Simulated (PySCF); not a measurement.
## A study: H6OSi2, SMILES `[SiH3]O[SiH3]`

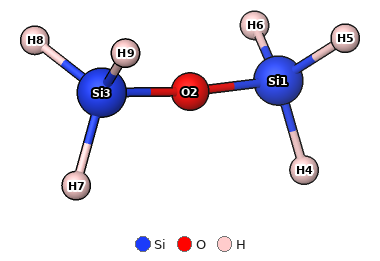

The molecule, with its atoms numbered as below. No frequency check shows the geometry to be a minimum.

Coordinates in Å:

```
Si1     -1.6145    0.0118    0.0001
O2      -0.0000   -0.0631   -0.0004
Si3      1.6145    0.0118    0.0001
H4      -2.0844   -1.3718    0.0073
H5      -2.0093    0.7232   -1.2144
H6      -2.0093    0.7354    1.2073
H7       2.0844   -1.3718    0.0068
H8       2.0093    0.7354    1.2074
H9       2.0093    0.7233   -1.2143
```

### 1. Bonding charge

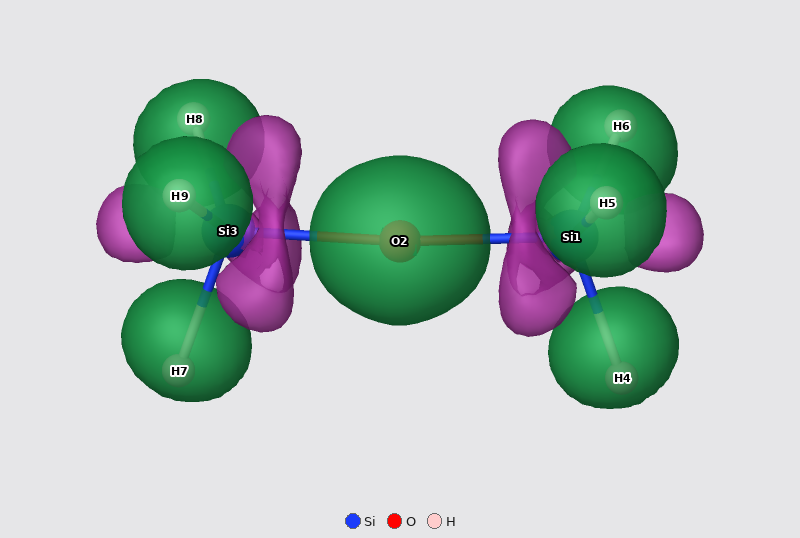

Deformation density (molecule less spherical, spin-averaged free atoms at the same positions), surfaces at ±0.1 e/Å³; green: gain, purple: loss.

PySCF calculation, HF/def2-SVPD, gas phase; geometry: GFN2-xTB.

Q: How much density has each bond gained at its critical point, relative to the free atoms?

A: Si1–H4 and Si3–H7: +0.21 e/Å³ at the bond critical point (bond length 1.46 Å). Si1–H5, Si1–H6, Si3–H8 and Si3–H9: +0.21 e/Å³ at the bond critical point (bond length 1.46 Å). Si1–O2 and O2–Si3: 0.00 e/Å³ at the bond critical point (bond length 1.62 Å); up to 0.6 Å beside the axis the gain reaches +0.34 e/Å³. In all, 2.3 electrons gather in the regions of gain relative to the promolecule. A small or negative value marks a very polar bond, one between electron-rich atoms, whose free-atom densities already overlap strongly, a long bond to a heavier atom, or a closed-shell contact such as a hydrogen bond.

### 2. Local ionisation energy

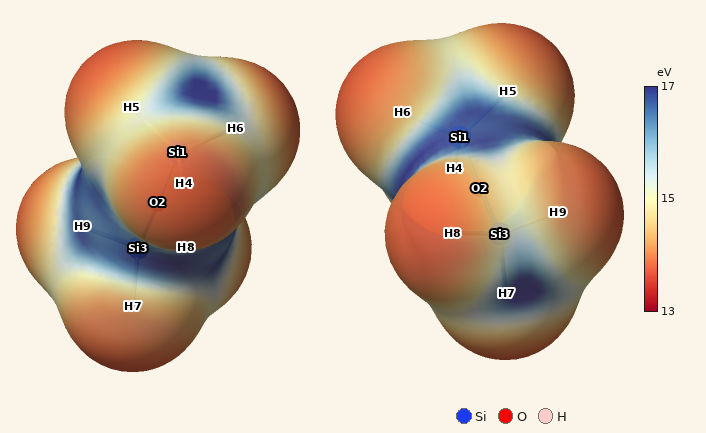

Average local ionisation energy on the surface of electron density 0.001 a.u. (back view left, front view right).

Q: Where are the most loosely bound electrons on this surface?

A: The lowest value is 13.8 eV, 1.5 Å from H4, and at like points elsewhere. For comparison, the highest occupied orbital lies at −12.1 eV.

### 3. In an electric field

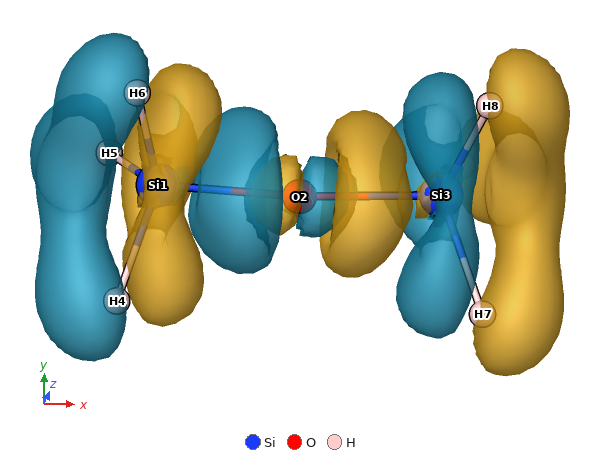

Change of the electron density in a uniform field of 0.41 V/Å, surfaces at ±0.003 e/Å³ (yellow: gain, teal: loss).

PySCF calculation, TPSSh/6-311+G**, gas phase; geometry: GFN2-xTB. The basis has diffuse s and p functions alone, which still leaves polarisabilities too small, most of all across bonds.

Q: Along which Cartesian direction does the field point?

A: Along −x: electrons gather on the +x side, against the field.

Q: How large is the response?

A: The induced dipole is 1.06 D (along the field); α along this axis, from the fields in both directions, is 52 bohr³ (7.8 Å³).

Q: Which atoms gain and lose the most charge?

A: Electrons gather most on Si3 (Hirshfeld charge changes by −0.012 e) and leave Si1 most (+0.011 e); 0.100 electrons are displaced in all.

### 4. Localised orbitals

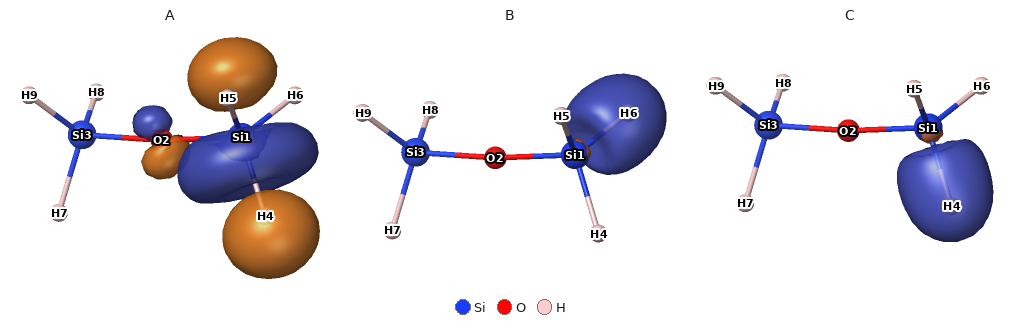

Intrinsic bond orbitals (IBO), occupied and valence-virtual; each surface holds about 70 % of the orbital's density. Energies are diagonal elements of the Fock matrix.

Method: B3LYP/6-311G**; geometry: GFN2-xTB; program: PySCF.

Q: Identify each orbital.

A: By panel:
- A: σ* orbital Si1–H4 (Si1 55 %, H4 42 %; 5.8 eV)
- B: σ bond H6–Si1 (H6 57 %, Si1 43 %; −11.2 eV)
- C: σ bond H4–Si1 (H4 56 %, Si1 43 %; −11.2 eV)

Q: How do all the valence pairs divide up?

A: 10 pairs: 8 σ bonds and 2 lone pairs.
